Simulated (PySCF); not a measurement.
```yaml
atoms:
  - { symbol: Si, position_ang: [0.4009, 0.3009, 0.3524] }
  - { symbol: H, position_ang: [0.4333, 0.3789, 1.8511] }
  - { symbol: C, position_ang: [2.1358, 0.3464, -0.3605] }
  - { symbol: H, position_ang: [2.6580, 1.2698, -0.0653] }
  - { symbol: H, position_ang: [2.1085, 0.3198, -1.4621] }
  - { symbol: H, position_ang: [2.7301, -0.5113, -0.0108] }
  - { symbol: C, position_ang: [-0.5809, 1.7874, -0.2600] }
  - { symbol: H, position_ang: [-0.1278, 2.7306, 0.0867] }
  - { symbol: H, position_ang: [-1.6174, 1.7598, 0.1124] }
  - { symbol: H, position_ang: [-0.6192, 1.8117, -1.3611] }
  - { symbol: N, position_ang: [-0.2900, -1.2366, -0.0650] }
  - { symbol: C, position_ang: [-1.5537, -1.7251, 0.4243] }
  - { symbol: H, position_ang: [0.0136, -1.6698, -0.9296] }
  - { symbol: H, position_ang: [-1.5618, -2.8261, 0.5041] }
  - { symbol: H, position_ang: [-1.7348, -1.3376, 1.4405] }
  - { symbol: H, position_ang: [-2.4289, -1.4329, -0.1906] }
```

Geometry: PBE0-D3(BJ)/def2-SVP.

Theory: PBE0/pcSseg-1, SCF density, gas phase, non-relativistic in PySCF 2.14.0.

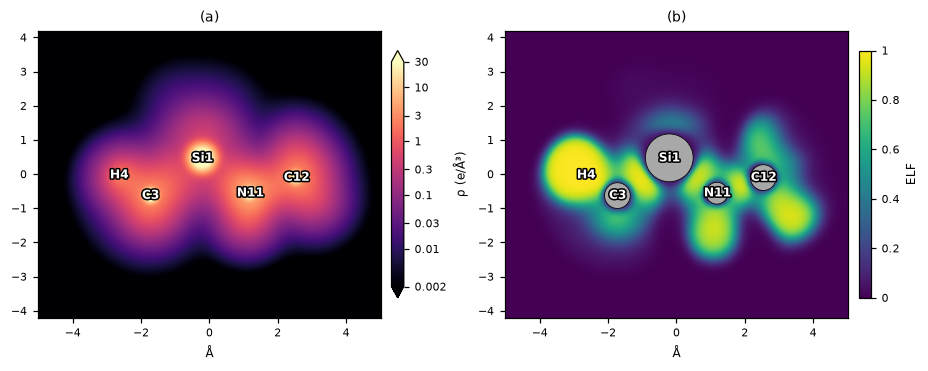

C$_{3}$H$_{11}$NSi (SMILES [H][Si](C)(C)NC). (a) total electron density; (b) electron localisation function on the plane of atoms C3, Si1 and N11. Grey discs cover the atomic cores in the ELF map.

**Interpret the plot.**

The section cuts through Si, C, H and N sites.
C–N (1.44 Å): ρ is about 1.9 e/Å³ halfway; the ELF peaks at about 0.95 between the atoms, as expected for localised, covalent bonding.
Si–N (1.74 Å): ρ is about 1.1 e/Å³ halfway; the ELF peaks at about 0.90 between the atoms: a shared but strongly polarised pair.
C–Si (1.88 Å): ρ at the midpoint is about 0.96 e/Å³; the ELF peaks at about 0.95 between the atoms; localised, covalent bonding.
C–H (1.10 Å): ρ is about 1.9 e/Å³ halfway; the ELF climbs to about 1 towards the hydrogen, as it does in any bond to H (an ordinary covalent bond to hydrogen).
